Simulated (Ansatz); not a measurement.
The figure comes from a scan of TiSi2 (C54 type, space group Fddd): the cell is scaled evenly about its relaxed volume V₀. Calculation: PBE (plane waves to 420 eV, PAW, scalar-relativistic; Ansatz, a program for electronic structure). k mesh 13×13×13 (Γ-centred), Fermi-Dirac smearing 0.05 eV. Stress and pressure are positive under compression. The PAW data are Ansatz's earlier set. TiSi2 is run without spin polarisation. TiSi2 was relaxed with its symmetry unable to fall. 

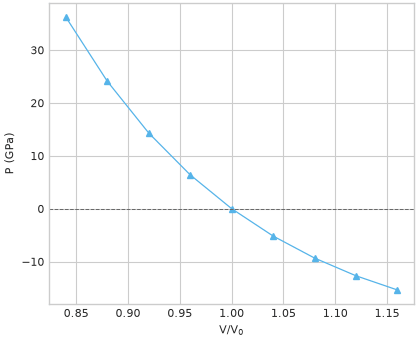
P (GPa) against V/V₀; computed points joined by lines.

Problem. Turn the plot into a table (rounded to what can be read).

Solution. To the nearest 1:

```csv
V/V₀,P (GPa)
0.840,36
0.880,24
0.920,14
0.960,6
1.000,0
1.040,-5
1.080,-9
1.120,-13
1.160,-15
```

(Under strain, the slope of the energy per volume gives the stress and its curvature an elastic modulus.)
